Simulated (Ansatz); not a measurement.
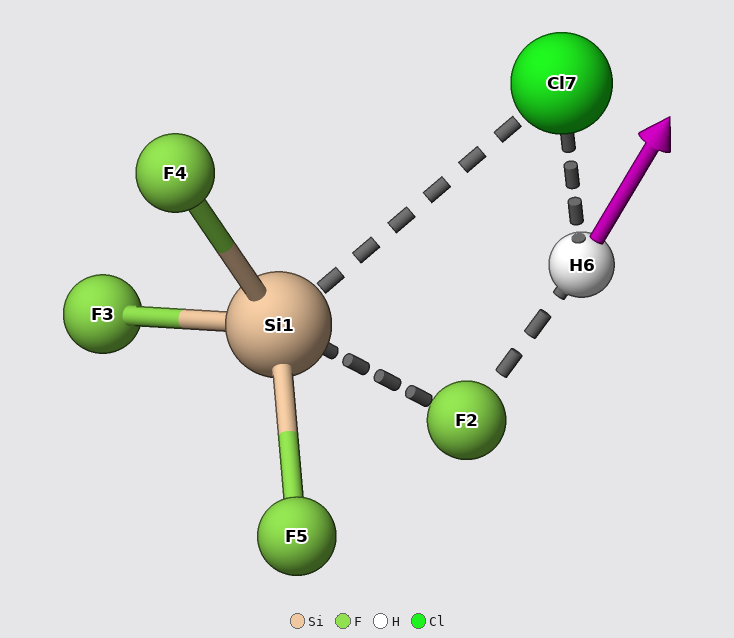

The arrows show one normal mode. Broken sticks mark bonds that form or break. Harmonic vibrations computed with RKS PBE0-D4/def2-TZVP (Ansatz 0.2.0) at a stationary point of the same level. It is a saddle point of order 1.

At what wavenumber does it lie?

656i cm⁻¹; it is mode 1 of 15 counted from the lowest. It is the reaction coordinate: Si1–Cl7 forms (2.34 Å), F2–H6 forms (1.24 Å), Si1–F2 breaks (1.77 Å), H6–Cl7 breaks (1.46 Å), or the reverse.
